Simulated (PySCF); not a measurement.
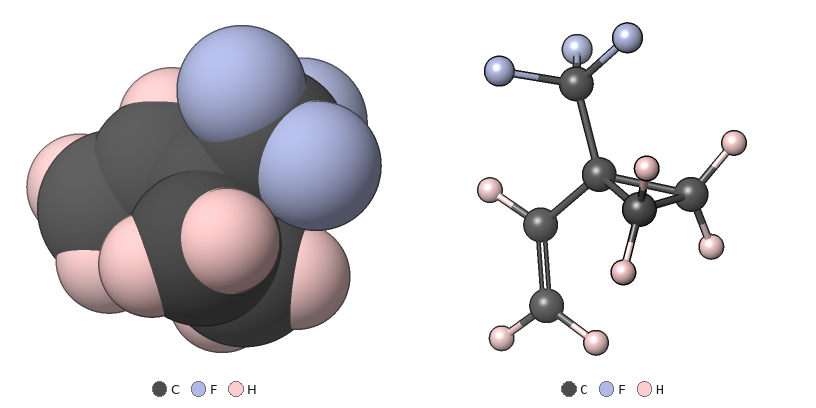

The same structure drawn twice, from different directions.

The computed structure is the end point of a GFN2-xTB optimisation. No frequency run is at hand to confirm it as a minimum.

Count the atoms of each element.

C6H7F3, 16 atoms: 6 carbon, 7 hydrogen and 3 fluorine.

What is its SMILES?

C=CC1(C(F)(F)F)CC1

Name functional groups in it.

Among them: alkene, C–F bond.

Does it have rings?

Independent rings (smallest set): 1 of 3 members.

The parts below concern this one geometry. Atoms keep their numbers from picture to picture.

**Shape**

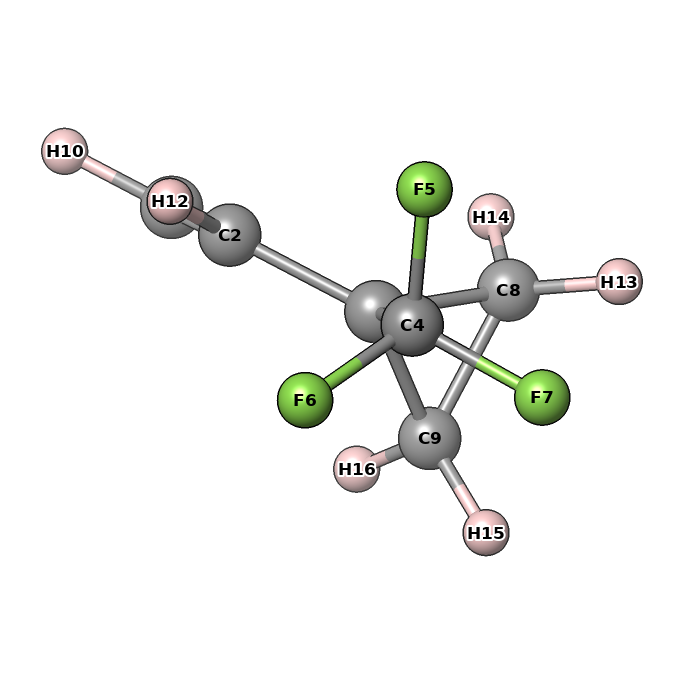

C3 lies behind C4. The molecule seen a little off the C4–C3 bond, C4 in front. Depth is shown by fading: the farther an atom, the more it takes the colour of the background. No frequency run is at hand to confirm it as a minimum.

What is the torsion angle F5–C4–C3–C8? The sign is positive where the front bond must turn clockwise to cover the back bond.

85°, about perpendicular.

**Dipole moment**

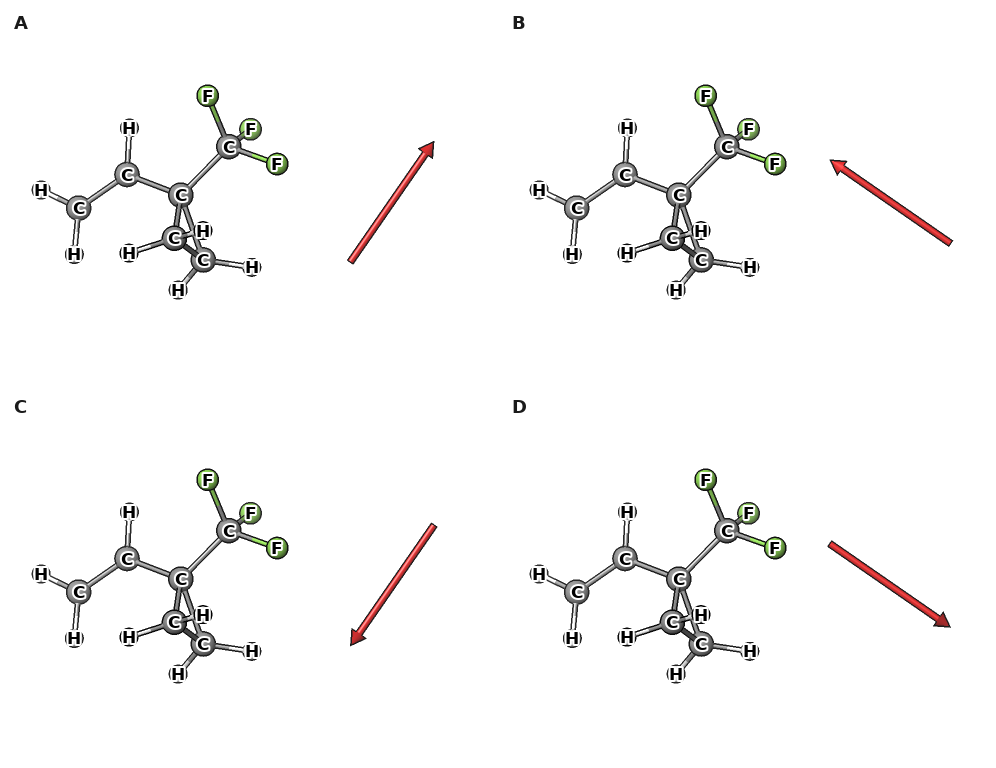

The same molecule four times, each with an arrow. No frequency run is at hand to confirm it as a minimum. Method: PBE0/pcSseg-1, gas phase (PySCF 2.14.0).

Which arrow points along the dipole moment, from the negative to the positive end?

C. The dipole moment is 2.42 D.

**NMR shielding**

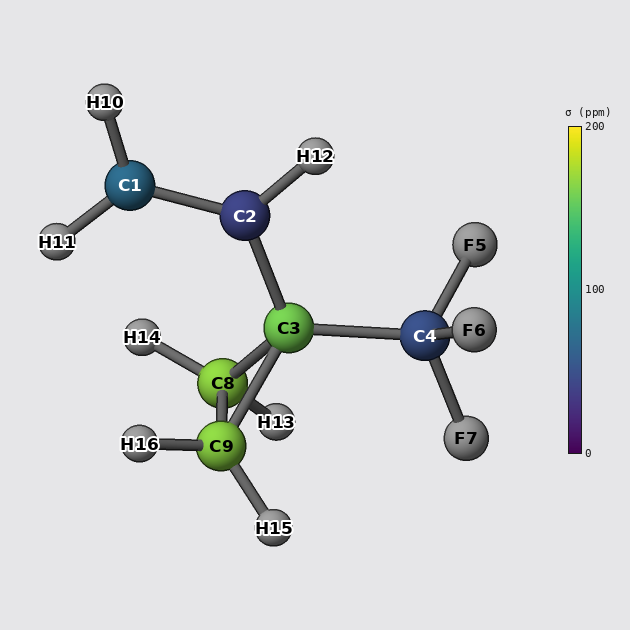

Atoms are coloured by their isotropic NMR shieldings (C only, the others grey). No frequency run is at hand to confirm it as a minimum. Level of theory: GIAO PBE0/pcSseg-1 NMR shielding, non-relativistic, gas phase (PySCF 2.14.0).

Give the isotropic NMR shieldings of the C atoms atom by atom.

```
atom  σ (ppm)
  C1     70.9
  C2     41.6
  C3    159.3
  C4     50.1
  C8    166.7
  C9    166.2
```

**Ring current**

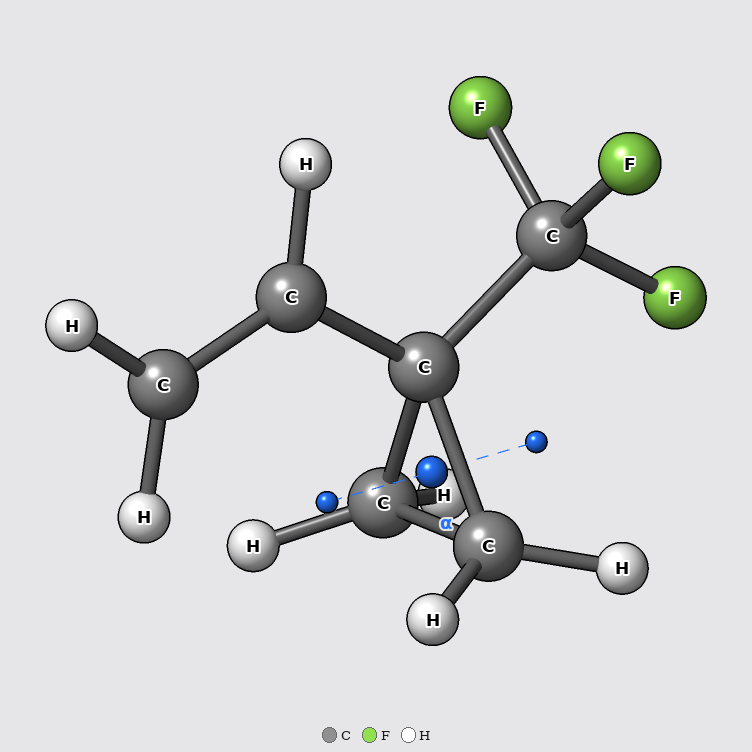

The small points mark where nucleus-independent chemical shifts (NICS) were computed: at the centre of each lettered ring and 1 Å above and below it. No frequency run is at hand to confirm it as a minimum. Method: GIAO PBE0/pcSseg-1 NMR shielding, non-relativistic, gas phase (PySCF 2.14.0).

Give NICS(0), NICS(1) and the out-of-plane component NICS(1)zz for each ring (means of the two sides).

```json
{"ring": "α", "members": "C3", "NICS(0)": "−43.6", "NICS(1)": "−8.3", "NICS(1)zz": "−24.8"}
```

Values in ppm.
